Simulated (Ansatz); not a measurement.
# OF (Oxygen monofluoride): UHF/STO-3G

Aim: the energy change on altering one bond length of OF (Oxygen monofluoride) at UHF/STO-3G, from 2 runs. 

Program for the calculation: Ansatz 0.2.0.

48 further runs of the same task are left out: 7 that didn't finish, 41 set aside as unsound or not needed.

### 1 Starting point

OF: 2 atoms, total charge 0, spin state doublet. As SMILES, `[O]F`. The shape is that of a PBE0-D4/def2-TZVP optimisation.

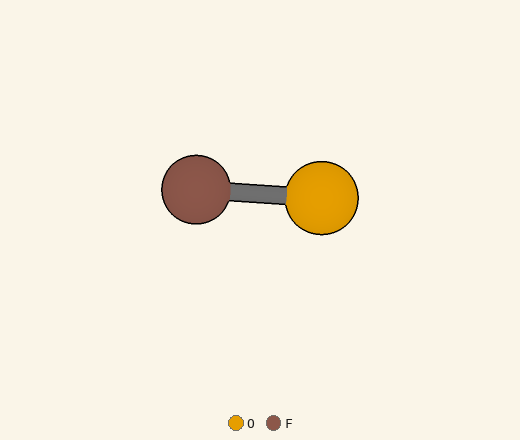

Viewed from a chosen angle; oxygen amber, fluorine brown.

### 2 A single-point energy at UHF/STO-3G

File job.yaml:

```yaml
crystal:
  periodic: [false, false, false]
  atoms:
    - symbol: O
      position_ang: [0.000000, 0.000000, -0.015950]
    - symbol: F
      position_ang: [-0.000000, -0.000000, 1.314400]
basis:
  gaussian: {orbitals: STO-3G}
magnetization: {spin_polarized: true, initial_magnetization: 1}
hamiltonian: {xc: hf}
accuracy: high
```

The run is started by

```
$ ansatz run job.yaml --threads 1 --pin off --max-ram 3480MiB --events-out events.jsonl --progress --plain --runs-dir runs
```

Standard output:

```text
Warning: RAYON_NUM_THREADS=1 ignored (pool sized by the plan → 1); use --threads N
Functional definition: HF
  name "HF"
  exchange = exact_x
  correlation = 0
149 factors; integrals over basis functions are off by at most 3.2e-8 eV
mean field evaluation 1: about -4674.0319 eV, gradient 6.7e0 eV
mean field evaluation 2: about -4674.1303 eV, gradient 6.8e0 eV
mean field evaluation 4: about -4674.8061 eV, gradient 2.3e0 eV
mean field evaluation 8: about -4674.9868 eV, gradient 1.2e-1 eV
mean field evaluation 16: about -4674.5898 eV, gradient 4.9e0 eV
mean field -4674.98468725 eV, -171.8025184379 hartree, gradient 3.2e-8 eV, S^2 0.764357; 0 other end points of the search recorded, 0 dependent functions left out
reference -4674.98468725 eV, -171.8025184379 hartree; 9, 8 occupied and 1, 2 virtual orbitals, 149 factors
Total energy: -4674.98468725 eV, -171.8025184379 hartree
```

Run time: 0.06 s. Hardware: 1 thread of Intel Xeon 6975P-C (Granite Rapids), shared host.

### 3 The distorted shape at the same level

File in.yaml:

```yaml
crystal:
  periodic: [false, false, false]
  atoms:
    - {symbol: O, position_ang: [0.000000, 0.000000, -0.348500]}
    - {symbol: F, position_ang: [-0.000000, -0.000000, 1.314400]}
basis:
  gaussian:
    orbitals: STO-3G
magnetization:
  spin_polarized: true
  initial_magnetization: 1
hamiltonian:
  xc: hf
accuracy: high
```

The run is started by

```
$ ansatz run in.yaml --threads 1 --pin off --max-ram 3480MiB --events-out events.jsonl --progress --plain --runs-dir runs
```

Standard output:

```text
Warning: RAYON_NUM_THREADS=1 ignored (pool sized by the plan → 1); use --threads N
[... 4 set-up lines as earlier in the session ...]
149 factors; integrals over basis functions are off by at most 4.3e-8 eV
mean field evaluation 1: about -4671.0196 eV, gradient 9.0e0 eV
mean field evaluation 2: about -4671.0669 eV, gradient 9.0e0 eV
mean field evaluation 4: about -4672.3156 eV, gradient 2.4e0 eV
mean field evaluation 8: about -4672.4191 eV, gradient 5.4e-2 eV
mean field evaluation 16: about -4674.6389 eV, gradient 1.1e-1 eV
mean field evaluation 32: about -4674.6391 eV, gradient 2.9e-9 eV
mean field evaluation 64: about -4672.9562 eV, gradient 2.6e-1 eV
mean field evaluation 96: about -4672.4174 eV, gradient 2.2e-8 eV
mean field -4674.63912051 eV, -171.7898190944 hartree, gradient 3.2e-8 eV, S^2 1.486134; 4 other end points of the search recorded, 0 dependent functions left out
reference -4674.63912051 eV, -171.7898190944 hartree; 9, 8 occupied and 1, 2 virtual orbitals, 149 factors
Total energy: -4674.63912051 eV, -171.7898190944 hartree
```

Run time: 0.08 s. Hardware: 1 thread of Intel Xeon 6975P-C (Granite Rapids), shared host.

### 4 Results

Level: UHF/STO-3G.

| quantity | value |
| --- | --- |
| first shape: total energy | -171.80252 Eh |
| first shape: ⟨S²⟩ | 0.764 |
| distorted shape: total energy | -171.78982 Eh |
| distorted shape: ⟨S²⟩ | 1.486 |
| energy change with the O1–F2 bond stretched from 1.330 to 1.663 Å | 0.346 eV |

With the O1–F2 bond stretched from 1.330 to 1.663 Å the energy rises by 0.35 eV (33.3 kJ/mol). The first shape isn't relaxed at this level, so the change isn't measured from a minimum. The minimal basis adds a large error of its own. ⟨S²⟩ (distorted shape) is 1.49 where a pure doublet has 0.75: the reference is spin-contaminated.
